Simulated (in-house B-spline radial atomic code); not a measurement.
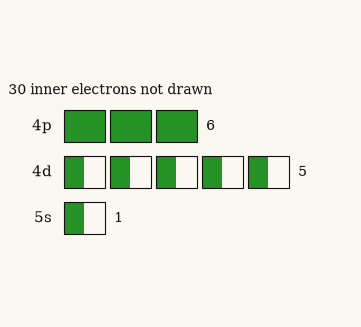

*The outer shells as the input fills them: a box for each of the 2l + 1 orbitals, shaded by the share of the shell that is filled, with the electron count at the right.*

Tc⁺: RPA and GW calculation

System: Tc⁺, configuration [Kr] 4d5 5s1.
Method: RPA, second-order and SOSEX correlation energies and G0W0 (contour deformation) on a scalar-relativistic (spin-free one-electron X2C) mean field, all electrons, B-spline basis (in-house B-spline radial atomic code).

Input:
```
Z = 43
electrons = 42.0
configuration = [Kr] 4d5 5s1
hamiltonian = x2c
method = pbeh
lmax = 9
exact_exchange_fraction = 0.0
rms_radius = 4.411169945885085
spin_polarised = True
box_radius = 23.78
intervals = 70
ion_configuration = [Kr] 4d5
```

The run was one of a batch that the task file lists, launched with:
```bash
python <driver script> task.json out
```

The program writes its results to a structured record and prints no log; tables and figures of this report are taken from that record.

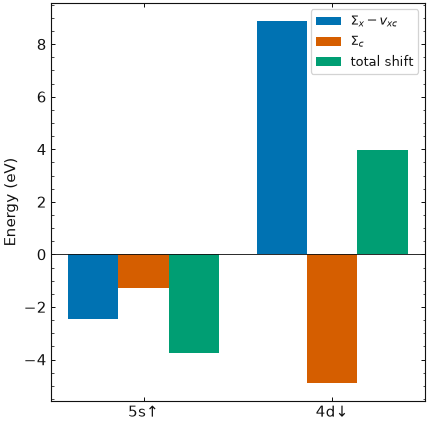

*Parts of the G₀W₀ correction to each level for Tc⁺ ([Kr] 4d⁵ 5s). All-electron spherical atom, scalar X2C, PBE start, no spin-orbit coupling, Breit or QED terms; computed with a B-spline radial code. The quasi-particle equation is solved at full frequency; levels of low quasi-particle weight Z are left out. Σ columns are in eV, and Σc holds an estimate for the angular momenta beyond the basis.*

G₀W₀ moves the highest occupied level, 5s↑, from −12.15 to −15.91 eV (renormalisation factor Z = 0.92); the semi-empirical removal energy is 15.26 eV, so the error is +0.65 eV. The empty level 4d↓ goes from −11.43 to −7.44 eV.

```csv
Level,Mean field (eV),Σx − vxc (eV),Σc (eV),Z,G₀W₀ (eV)
5s↑,−12.15,−2.46,−1.30,0.92,−15.91
4d↓,−11.43,8.87,−4.89,0.83,−7.44
```

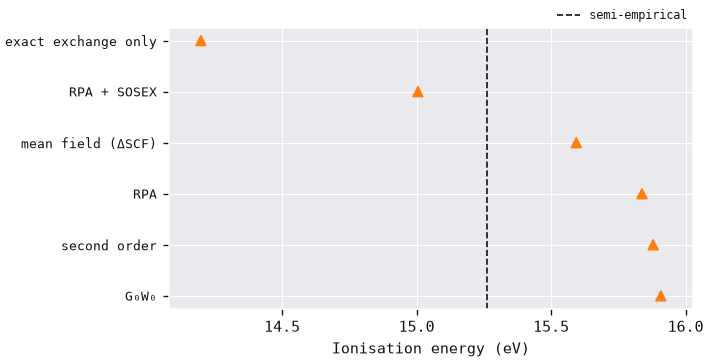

*The ionisation energy of Tc⁺ ([Kr] 4d⁵ 5s → [Kr] 4d⁵) across levels of theory. Differences of total energies, each species on its own start, beside the G₀W₀ level.*

The values run from 14.20 eV (exact exchange only) to 15.91 eV (G₀W₀). The semi-empirical value is 15.26 eV; nearest to it come RPA + SOSEX (−0.25) and mean field (ΔSCF) (+0.33), furthest exact exchange only (−1.06 eV).

```csv
Method,Ionisation energy (eV)
mean field (ΔSCF),15.59
exact exchange only,14.20
second order,15.88
RPA,15.84
RPA + SOSEX,15.01
G₀W₀,15.91
```

Results in brief:

- outcome: converged
- mean-field total energy: −4284.68901 hartree
- total energy with exact exchange alone: −4282.86812 hartree
- exact exchange energy: −127.30653 hartree
- RPA correlation, extrapolated in the angular momentum of the empty orbitals: −3.14517 hartree
- RPA correlation, as summed: −3.10182 hartree
- direct second-order term: −3.61283 hartree
- second-order exchange term: 1.06546 hartree
- SOSEX term: 0.97658 hartree
- hardware: 1 CPU thread, shared host
- wall time: 8.7 s

Remarks:

To bear in mind: spin-orbit coupling, Breit and QED terms are absent.
